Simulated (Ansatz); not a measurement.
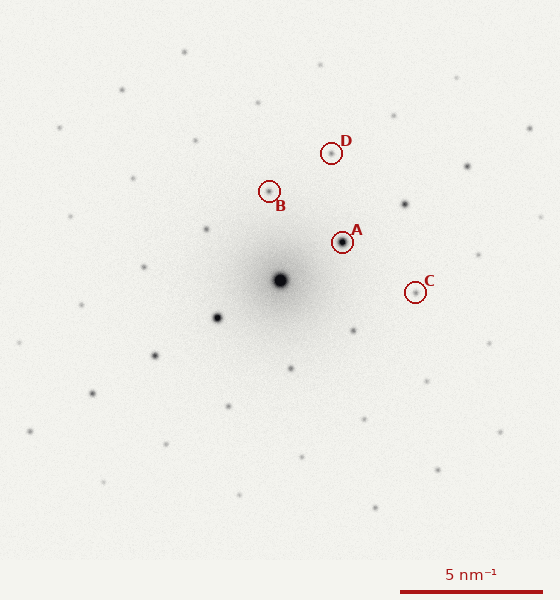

Simulated selected-area electron diffraction pattern (200 kV, kinematic approximation, thin crystal, B = 1 Å² for all atoms). The zone axis points towards the electron source and the pattern is seen from the source side.

Crystal: Be2H3O, space group Cmc2_1 (No. 36), a = 7.77 Å, b = 4.69 Å, c = 5.20 Å. Structure: the end point of a relaxation with DFT, PAW plane waves, r2scan (Ansatz); the starting structure was generated, so it need not be a known form of this composition.

Spot A is indexed -2 0 0 and spot B -1 -1 1.

Index the other marked spots.

Answer. C = 2A − B = -3 1 -1 (d = 2.078 Å). D = A + B = -3 -1 1 (d = 2.078 Å).

Give [uvw].

Answer. The cross product of A and B is parallel to [011]; every spot obeys hu + kv + lw = 0.

What are the spacings of A and B and the angle between them?

Answer. d(A) = 3.883 Å, d(B) = 3.177 Å, and the angle is 65.9°.
